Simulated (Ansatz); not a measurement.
# CH3FN2 (SMILES [H]/N=C(/N)F): levels of theory compared

Wanted: a comparison of 6 runs (HF/3-21G, B3LYP/6-31G*, PBE0/def2-SVP, RPA@rPW86-PBE/def2-mTZVP, MP2/pcseg-1, CCSD(T)/def2-SVPD) of CH3FN2. 

The calculation is run with Ansatz 0.2.0.

3 further runs of the same task are left out: 3 set aside as unsound or not needed.

**1. Starting point**

CH3FN2 has 7 atoms, charge 0, and is taken as a singlet. SMILES: `[H]/N=C(/N)F`. Geometry: relaxed at PBE0-D4/def2-TZVP. This is one conformer, not always the lowest.

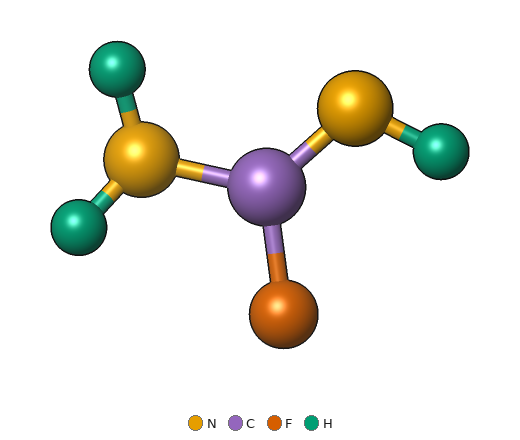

The structure, seen from a chosen angle (nitrogen amber, carbon purple, fluorine orange, hydrogen teal).

**2. Energy and forces at HF/3-21G (run 1)**

The input, run.yaml:

```yaml
crystal:
  periodic: [false, false, false]
  atoms:
    - {symbol: "N", position_ang: [-0.840100, 1.050100, -0.309600]}
    - {symbol: C, position_ang: [-0.251200, -0.045500, -0.170400]}
    - {symbol: N, position_ang: [0.778100, -0.298500, 0.674700]}
    - {symbol: F, position_ang: [-0.590100, -1.174800, -0.827900]}
    - {symbol: H, position_ang: [-1.621000, 0.976300, -0.951000]}
    - {symbol: H, position_ang: [1.221200, 0.511600, 1.070800]}
    - {symbol: H, position_ang: [1.364500, -1.087200, 0.467700]}
basis:
  gaussian:
    orbitals: 3-21G.json
accuracy: high
hamiltonian:
  xc: hf
output:
  forces: true
  orbitals: {seedname: orbitals}
```

The basis set 3-21G is read from a file made from the Basis Set Exchange's data (not shown).

On the command line:

```sh
$ ansatz run run.yaml --threads 1 --pin off --max-ram 2610MiB --events-out events.jsonl --progress --plain --runs-dir runs
```

Output:

```text
Warning: RAYON_NUM_THREADS=1 ignored (pool sized by the plan → 1); use --threads N
Functional definition: HF
  name "HF"
  exchange = exact_x
  correlation = 0
981 factors; integrals over basis functions are off by at most 3.7e-9 eV
mean field evaluation 1: about -6706.7718 eV, gradient 3.7e1 eV
mean field evaluation 2: about -6706.7756 eV, gradient 3.7e1 eV
mean field evaluation 4: about -6709.6561 eV, gradient 2.9e0 eV
mean field evaluation 8: about -6709.6964 eV, gradient 1.3e-1 eV
mean field -6709.69649645 eV, -246.5767982491 hartree, gradient 8.3e-8 eV, S^2 0.000000; 0 other end points of the search recorded, 0 dependent functions left out
the calculation of the forces begins
reference -6709.69649645 eV, -246.5767982491 hartree; 16, 16 occupied and 26, 26 virtual orbitals, 981 factors
Total energy: -6709.69649645 eV, -246.5767982491 hartree
Atom 0 at    -0.840100     1.050100    -0.309600 Å, force     0.048279    -1.112422    -0.371145 eV/Å
Atom 1 at    -0.251200    -0.045500    -0.170400 Å, force    -0.162560     0.942250     0.646919 eV/Å
Atom 2 at     0.778100    -0.298500     0.674700 Å, force     0.821418     0.346748    -0.371441 eV/Å
Atom 3 at    -0.590100    -1.174800    -0.827900 Å, force    -0.265380    -0.358827    -0.392605 eV/Å
Atom 4 at    -1.621000     0.976300    -0.951000 Å, force     0.030233     0.387378     0.112118 eV/Å
Atom 5 at     1.221200     0.511600     1.070800 Å, force    -0.215649    -0.355812     0.114152 eV/Å
Atom 6 at     1.364500    -1.087200     0.467700 Å, force    -0.256340     0.150685     0.262002 eV/Å
Dipole moment:     0.387646    -0.197254    -0.033600 e Å
```

Run time: 0.68 s. Hardware: 1 thread of Arm Neoverse V1, shared host; peak memory 0.089 GiB.

**3. Energy and gradient at B3LYP/6-31G(d) (spherical functions) (run 2)**

The input, molecule.yaml:

```yaml
crystal:
  periodic: [false, false, false]
  atoms:
    - symbol: "N"
      position_ang: [-0.840100, 1.050100, -0.309600]
    - symbol: C
      position_ang: [-0.251200, -0.045500, -0.170400]
    - symbol: N
      position_ang: [0.778100, -0.298500, 0.674700]
    - symbol: F
      position_ang: [-0.590100, -1.174800, -0.827900]
    - symbol: H
      position_ang: [-1.621000, 0.976300, -0.951000]
    - symbol: H
      position_ang: [1.221200, 0.511600, 1.070800]
    - symbol: H
      position_ang: [1.364500, -1.087200, 0.467700]
basis:
  gaussian: {orbitals: 6-31G_st_-spherical.json}
total_charge: 0
hamiltonian: {xc: {name: B3LYP}}
accuracy: high
output: {forces: true, orbitals: {seedname: orbitals}}
```

The basis set 6-31G* is read from a file made from the Basis Set Exchange's data (not shown).

On the command line:

```sh
$ ansatz run molecule.yaml --threads 1 --pin off --max-ram 2610MiB --events-out events.jsonl --progress --plain --runs-dir runs
```

Output (excerpt; [...] marks lines left out):

```text
Warning: RAYON_NUM_THREADS=1 ignored (pool sized by the plan → 1); use --threads N
Functional definition: B3LYP
  name "B3LYP"
[...]
1444 factors; integrals over basis functions are off by at most 2.8e-9 eV
[...]
mean field -6782.20147545 eV, -249.2413070817 hartree, gradient 1.4e-8 eV, S^2 0.000000; 0 other end points of the search recorded, 0 dependent functions left out
[...]
reference -6782.20150251 eV, -249.2413080759 hartree; 16, 16 occupied and 46, 46 virtual orbitals, 1444 factors
Total energy: -6782.20150251 eV, -249.2413080759 hartree
Atom 0 at    -0.840100     1.050100    -0.309600 Å, force    -0.194383     0.773830     0.062031 eV/Å
Atom 1 at    -0.251200    -0.045500    -0.170400 Å, force    -0.001200    -0.190766    -0.094775 eV/Å
Atom 2 at     0.778100    -0.298500     0.674700 Å, force     0.177010    -0.086097     0.377547 eV/Å
Atom 3 at    -0.590100    -1.174800    -0.827900 Å, force    -0.136709    -0.494619    -0.275954 eV/Å
Atom 4 at    -1.621000     0.976300    -0.951000 Å, force    -0.140627    -0.021707    -0.108859 eV/Å
Atom 5 at     1.221200     0.511600     1.070800 Å, force     0.135453     0.160872     0.087495 eV/Å
Atom 6 at     1.364500    -1.087200     0.467700 Å, force     0.160456    -0.141513    -0.047486 eV/Å
Dipole moment:     0.377312    -0.226250     0.014986 e Å
```

Run time: 4.8 s. Hardware: 1 thread of Arm Neoverse V1, shared host; peak memory 0.17 GiB.

**4. Energy and gradient at PBE0/def2-SVP (run 3)**

run.yaml, as its differences from that of step 2:

```diff
@@ -12,6 +12,6 @@
   gaussian:
-    orbitals: 3-21G.json
+    orbitals: def2-SVP
+hamiltonian:
+  xc: {name: PBE0}
 accuracy: high
-hamiltonian:
-  xc: hf
 output:
```

On the command line:

```sh
$ ansatz run run.yaml --threads 1 --pin off --max-ram 2610MiB --events-out events.jsonl --progress --plain --runs-dir runs
```

Output (excerpt; [...] marks lines left out):

```text
Warning: RAYON_NUM_THREADS=1 ignored (pool sized by the plan → 1); use --threads N
Functional definition: PBE0
  name "PBE0"
[...]
1661 factors; integrals over basis functions are off by at most 3.2e-9 eV
[...]
mean field -6770.39151575 eV, -248.8072990675 hartree, gradient 6.4e-8 eV, S^2 0.000000; 0 other end points of the search recorded, 0 dependent functions left out
[...]
reference -6770.39151764 eV, -248.8072991371 hartree; 16, 16 occupied and 55, 55 virtual orbitals, 1661 factors
Total energy: -6770.39151764 eV, -248.8072991371 hartree
Atom 0 at    -0.840100     1.050100    -0.309600 Å, force     0.009624     0.300868     0.079652 eV/Å
Atom 1 at    -0.251200    -0.045500    -0.170400 Å, force    -0.026150    -0.330560    -0.076662 eV/Å
Atom 2 at     0.778100    -0.298500     0.674700 Å, force    -0.129621    -0.002239     0.002068 eV/Å
Atom 3 at    -0.590100    -1.174800    -0.827900 Å, force     0.007297     0.074870     0.025540 eV/Å
Atom 4 at    -1.621000     0.976300    -0.951000 Å, force    -0.160526    -0.022882    -0.134330 eV/Å
Atom 5 at     1.221200     0.511600     1.070800 Å, force     0.127704     0.214181     0.143014 eV/Å
Atom 6 at     1.364500    -1.087200     0.467700 Å, force     0.171672    -0.234239    -0.039282 eV/Å
Dipole moment:     0.382708    -0.203795     0.043281 e Å
```

Wall time 5.4 s (1 thread of Arm Neoverse V1, shared host); peak memory 0.2 GiB.

Runs 4 to 5 aren't shown in full; the table further down has their settings and results.

**5. Energy and gradient at CCSD(T)/def2-SVPD (run 6)**

The input, run.yaml:

```yaml
basis:
  gaussian:
    orbitals: def2-SVPD
crystal:
  periodic: [false, false, false]
  atoms:
    - symbol: N
      position_ang: [-0.840100, 1.050100, -0.309600]
    - symbol: C
      position_ang: [-0.251200, -0.045500, -0.170400]
    - symbol: "N"
      position_ang: [0.778100, -0.298500, 0.674700]
    - symbol: F
      position_ang: [-0.590100, -1.174800, -0.827900]
    - symbol: H
      position_ang: [-1.621000, 0.976300, -0.951000]
    - symbol: H
      position_ang: [1.221200, 0.511600, 1.070800]
    - symbol: H
      position_ang: [1.364500, -1.087200, 0.467700]
correlation:
  method: ccsd_t
  frozen_orbitals: {C: 1, F: 1, H: 0, "N": 1}
accuracy: high
scf:
  omitted_lower_state_checks: [cluster_reference, increment]
output: {forces: true, orbitals: {seedname: orbitals}}
```

On the command line:

```sh
$ ansatz run run.yaml --threads 1 --pin off --max-ram 2610MiB --events-out events.jsonl --progress --plain --runs-dir runs
```

Output (excerpt; [...] marks lines left out):

```text
Warning: RAYON_NUM_THREADS=1 ignored (pool sized by the plan → 1); use --threads N
Functional definition: HF
  name "HF"
[...]
2235 factors; integrals over basis functions are off by at most 3.2e-9 eV
[...]
mean field -6742.35040089 eV, -247.7768071035 hartree, gradient 1.7e-8 eV, S^2 0.000000; 0 other end points of the search recorded, 0 dependent functions left out
4 core orbitals not correlated: weight in the atoms' cores, before any rotation towards them, 1.000 or more for the frozen orbitals, at most 0.000 for the correlated occupied ones
reference -6742.35040089 eV, -247.7768071035 hartree; 12, 12 occupied and 91, 91 virtual orbitals, 2235 factors
second order -18.39038777 eV of doubles, -0.00000000 eV of singles
cycle   1  -18.37549165 eV  change    1.5e-2 eV  update   1.0e-1
[...]
cycle  21  -18.92197754 eV  change   7.7e-10 eV  update   3.0e-9
perturbative correction -0.63517965 eV, -0.0233424215 hartree
[...]
Total energy: -6761.90755808 eV, -248.4955193740 hartree
Atom 0 at    -0.840100     1.050100    -0.309600 Å, force    -0.373492     1.003046     0.007732 eV/Å
Atom 1 at    -0.251200    -0.045500    -0.170400 Å, force     0.144631    -0.428108    -0.004061 eV/Å
Atom 2 at     0.778100    -0.298500     0.674700 Å, force     0.249496    -0.108589     0.403242 eV/Å
Atom 3 at    -0.590100    -1.174800    -0.827900 Å, force    -0.189438    -0.488360    -0.323471 eV/Å
Atom 4 at    -1.621000     0.976300    -0.951000 Å, force    -0.248679     0.038448    -0.199888 eV/Å
Atom 5 at     1.221200     0.511600     1.070800 Å, force     0.183911     0.259328     0.162251 eV/Å
Atom 6 at     1.364500    -1.087200     0.467700 Å, force     0.233572    -0.275765    -0.045805 eV/Å
Dipole moment:     0.361792    -0.180565     0.042732 e Å
Checks for a lower state left out: cluster_reference, increment
```

Wall time 3.5 min (1 thread of Arm Neoverse V1, shared host); peak memory 1.5 GiB.

**6. All runs side by side**

```csv
run,level,task,frozen core orbitals,energy (Eh),dipole moment (D),HOMO energy (eV),LUMO energy (eV),wall time
1,HF/3-21G,gradient,–,-246.576798,2.10,-10.32,6.17,0.68 s
2,B3LYP/6-31G* (spherical functions),gradient,–,-249.241308,2.11,-6.82,1.45,4.8 s
3,PBE0/def2-SVP,gradient,–,-248.807299,2.09,-7.26,1.53,5.4 s
4,RPA@rPW86-PBE/def2-mTZVP,energy,0,-249.114851,–,-6.26,-0.12,19 s
5,MP2/pcseg-1,gradient,4,-248.530635,2.01,-10.77,4.14,4.5 s
6,CCSD(T)/def2-SVPD,gradient,4,-248.495519,1.95,-10.82,2.62,3.5 min
```

**7. Outcome**

| quantity | value |
| --- | --- |
| run 6: total energy | -248.49552 Eh |
| run 6: dipole moment (correlated density) | 1.95 D |
| run 6: HOMO energy (Hartree–Fock orbitals) | -10.82 eV |
| run 6: LUMO energy (Hartree–Fock orbitals) | 2.62 eV |
| run 6: HOMO–LUMO gap (Hartree–Fock orbitals) | 13.44 eV |
| run 6: correlation energy (4 core orbitals frozen) | -718.7 mEh |
| run 6: (T) correction | -23.34 mEh |
| run 6: T1 diagnostic | 0.014 |
| run 6: largest force on an atom | 1.070 eV/Å |

**Reading.** Over runs 1, 2, 3, 5, 6 the dipole moment (its size) runs from 1.95 D (CCSD(T)/def2-SVPD) to 2.11 D (B3LYP/6-31G*). The two ends differ in method and basis. Over runs 1, 2, 3 the HOMO–LUMO gap runs from 8.28 eV (B3LYP/6-31G*) to 16.49 eV (HF/3-21G). Totals of different functionals can't be ranked against each other. All runs together took 4.1 min, the longest 3.5 min.
